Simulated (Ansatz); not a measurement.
# Calculations on CH9FOSi2

## 1. Relaxation

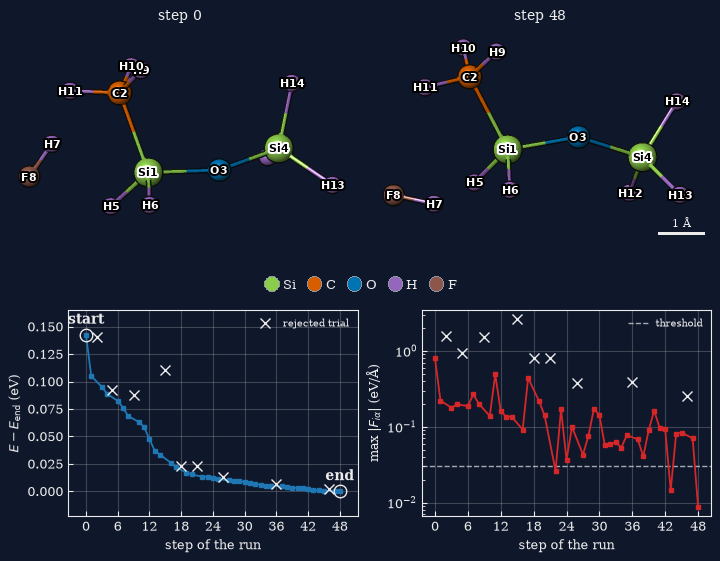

First and last geometry of a relaxation of CH$_{9}$FOSi$_{2}$, with the history of the run. The picture is a ball-and-stick view, seen at a tilt.

The run prepares an end point of a later path (reaction) calculation, from a guessed geometry.

The calculation used Ansatz, RKS B3LYP/def2-SVP. (no spin polarisation; force threshold 0.03 eV/Å; at most 50 steps)

Question: Read the history and describe the run.

Answer: It converged. Over 39 accepted moves (48 points after the start) the energy falls by 0.143 eV. The largest force component goes from 0.81 to 0.0087 eV/Å. The line search rejected the trial steps at points 2, 5, 9, 15, 18, 21, 26, 36 and more of the run. The forces were under the threshold at step 22, but the run went on from there. The atom that moves furthest after the best rigid fit is H7 (1.41 Å). By element the largest moves are H 1.41 Å, O 0.74 Å, Si 0.54 Å, C 0.43 Å, F 0.42 Å. Near-neighbour distances that change, for instance: Si1–H6 1.487 → 1.507 Å, H7–F8 0.912 → 0.931 Å, Si1–C2 1.878 → 1.866 Å, O3–Si4 1.651 → 1.658 Å. Bond angles that change, for instance: Si1–O3–Si4 159.1° → 152.8°, Si1–C2–H11 112.6° → 108.5°, H5–Si1–H6 110.5° → 107.7°. Groups turn about Si1–O3 by about 120°, O3–Si4 by about 100°. Cost: 2.5 min on 4 threads of Arm Neoverse N1 (shared host), peak memory 0.29 GiB.

```csv
step,"E − E(0), eV","largest force component, eV/Å",note
0,0.0000,0.8075,
1,-0.0375,0.2213,
2,-0.0017,1.5705,rejected
3,-0.0474,0.1786,
4,-0.0538,0.1969,
5,-0.0506,0.9323,rejected
6,-0.0602,0.1877,
7,-0.0663,0.2665,
8,-0.0741,0.2007,
9,-0.0552,1.5103,rejected
10,-0.0794,0.1385,
12,-0.0950,0.1605,
14,-0.1091,0.1352,
16,-0.1164,0.0917,
18,-0.1195,0.8191,rejected
20,-0.1272,0.1407,
22,-0.1293,0.0262,
24,-0.1306,0.0367,
26,-0.1298,0.3775,rejected
28,-0.1332,0.0758,
30,-0.1341,0.1413,
32,-0.1359,0.0595,
34,-0.1373,0.0530,
36,-0.1356,0.3886,rejected
38,-0.1391,0.0406,
40,-0.1395,0.1630,
42,-0.1405,0.0923,
44,-0.1417,0.0814,
46,-0.1405,0.2534,rejected
48,-0.1425,0.0087,
```

## 2. Relaxation

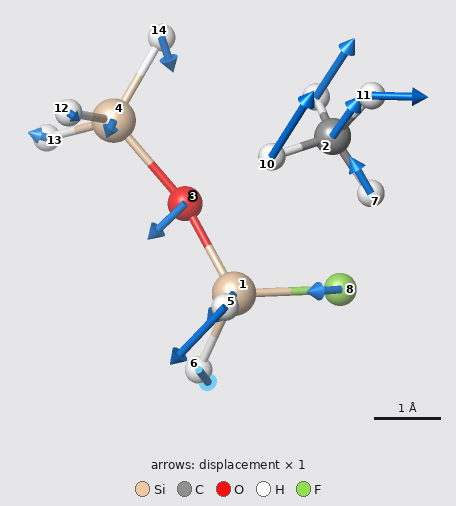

This is a relaxation of CH₉FOSi₂. The starting structure is drawn; blue arrows show the displacements, at their true length. The two geometries are superimposed by the best rigid fit.

The picture is a ball-and-stick view, seen at a tilt.

The run prepares an end point of a later path (reaction) calculation, from a guessed geometry.

Level of theory: RKS B3LYP/def2-SVP in Ansatz. (no spin polarisation; force threshold 0.03 eV/Å; at most 50 steps)

Atoms of which element are displaced furthest, and by how much?

Hydrogen: up to 1.36 Å, against 0.84 Å for oxygen.

What happened in the run?

The largest move after the best rigid fit is that of an H atom, 1.36 Å. By element the largest moves are H 1.36 Å, O 0.84 Å, C 0.83 Å, Si 0.71 Å, F 0.65 Å. Near-neighbour distances that change, for instance: F–Si 1.653 → 1.628 Å, C–H 1.084 → 1.099 Å, C–H 1.106 → 1.100 Å, H–Si 1.486 → 1.480 Å. Bond angles that change, for instance: Si–O–Si 159.4° → 155.1°, H–Si–F 105.5° → 107.6°. Groups turn about O–Si by about 95°, O–Si by about 60°. Over 25 accepted moves (28 points after the start) the energy falls by 4.70 kcal/mol. Largest force component: 0.89 eV/Å at the start, 0.022 eV/Å at the end. The line search rejected the trial steps at points 5, 17, 24 of the run. The forces were under the threshold at step 10, but the run went on from there. The run took 90 s on 4 threads of Arm Neoverse N1, with other jobs on the host, peak memory 0.3 GiB.

## 3. Path

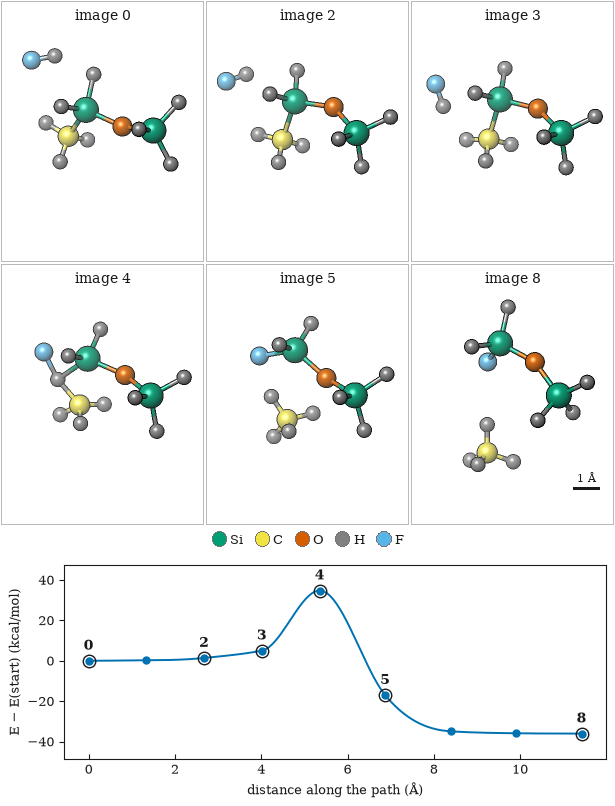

A search for the minimum-energy path of CH9FOSi2 by the nudged elastic band. Images are numbered from 0 (start) to 8 (end). A ball-and-stick model, seen from a free direction.

Theory: RKS B3LYP/def2-SVP (Ansatz 0.2.0). Settings: 7 movable images; climbing image; force threshold 0.05 eV/Å; iteration limit 60; starting path through a guess of the saddle point.

Question: Describe the mechanism and the energy profile.

Answer: Breaking: F–H (0.93 → 2.49 Å), C–Si (1.87 → 4.72 Å). Forming: C–H (3.19 → 1.10 Å), F–Si (3.14 → 1.63 Å). Forward barrier 34.8 kcal/mol, backward barrier 70.8 kcal/mol, with image 4 at the top; the reaction energy is −36.0 kcal/mol. The band converged in 35 iterations. The largest component of the band force went from 13 to 0.048 eV/Å. The climbing image converged on the top of the path. Its vibrational analysis gives one imaginary mode (980i cm⁻¹), as a transition state must have.

Cost: 10 min on 4 threads of Arm Neoverse N1, with other jobs on the host, peak memory 0.33 GiB.
